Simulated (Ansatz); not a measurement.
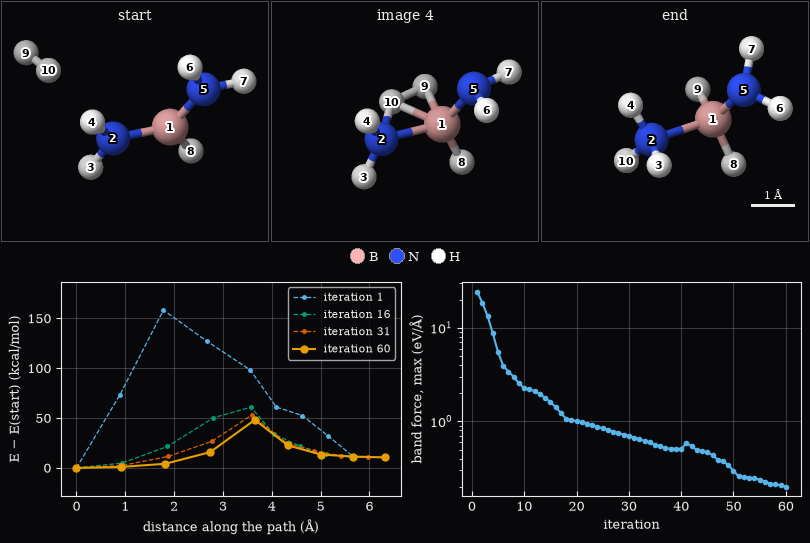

A search for the minimum-energy path of BN2H7, made up at the start of BN2H5 and H2 by the nudged elastic band. Images are numbered from 0 (start) to 8 (end). The plot follows the band through its iterations. Style: ball-and-stick. Shown at a tilt.

Theory: RKS PBE0-D4/def2-SVP (Ansatz). Set-up: 7 movable images; climbing image; force threshold 0.05 eV/Å; iteration limit 60; optimiser FIRE; largest step 0.02 Å; starting path through a guess of the saddle point.

Q: Judge this run.

A: The result isn't final. The band hadn't converged when the run stopped after 60 iterations. The largest component of the band force went from 24 to 0.2 eV/Å. The barrier read from it is provisional, though the highest image hardly moved in the last two iterations. The step length is far from the usual. The first iteration put the highest image at 158.3 kcal/mol. The highest point, image 4, lies 48.2 kcal/mol above the start and 37.7 kcal/mol above the end; the end is at +10.6 kcal/mol relative to the start.

Limits of the set-up: the start holds two separate molecules, 2.6 Å apart at their closest, whose relative position is a soft coordinate.

The run took 8.8 min on 2 threads of Intel(R) Xeon(R) Platinum 8175M CPU @ 2.50GHz (Skylake/Cascade Lake), with other jobs on the host, peak memory 0.17 GiB.
